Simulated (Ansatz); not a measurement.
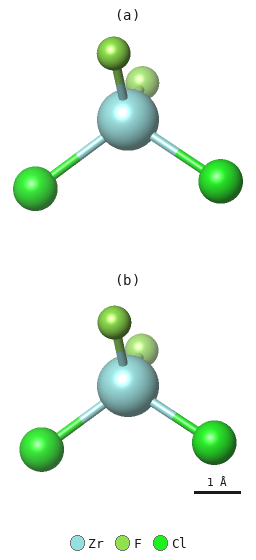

The structure of ZrCl2F2 before (top) and after (bottom) a relaxation, at one scale.

The picture is a ball-and-stick view, seen at a tilt.

The run prepares the start of a later molecular dynamics calculation, from a guessed geometry.

These are results of RKS PBE0-D4/def2-SVP (Ansatz), not measurements.

Input
```yaml
crystal:
  periodic: [false, false, false]
  atoms:
    - { symbol: Zr, position_ang: [0.0, 0.0, 0.0] }
    - { symbol: F, position_ang: [0.0, 0.0, 1.98] }
    - { symbol: F, position_ang: [1.8671, 0.0, -0.6593] }
    - { symbol: Cl, position_ang: [-1.1869, 2.0563, -0.8392] }
    - { symbol: Cl, position_ang: [-1.1869, -2.0563, -0.8392] }
basis:
  gaussian: { orbitals: def2-SVP }
hamiltonian:
  xc: pbe0
  dispersion: d4
relax:
  f_tol: 0.02
  max_steps: 40
```

Launched with:
```bash
ansatz run input.yaml --threads 2 --pin off --max-ram 3072MiB --backend cpu --events-out ev --progress --plain --runs-dir out
```

Q: Describe what moved and what it gained.

A: The largest moves after the best rigid fit, 0.17 Å, are those of Cl4 and Cl5. By element the largest moves are Cl 0.17 Å, F 0.11 Å, Zr 0.03 Å. Near-neighbour distances that change, for instance: Zr1–Cl4 2.518 → 2.335 Å, Zr1–F2 1.980 → 1.884 Å. The energy falls by 17.4 kcal/mol in 3 geometry steps. The largest force component goes from 2.6 to 0.0061 eV/Å. Cost: 14 s on 2 threads of AMD EPYC 7R43 64-Core Processor (Zen 3) (shared host), peak memory 0.22 GiB.
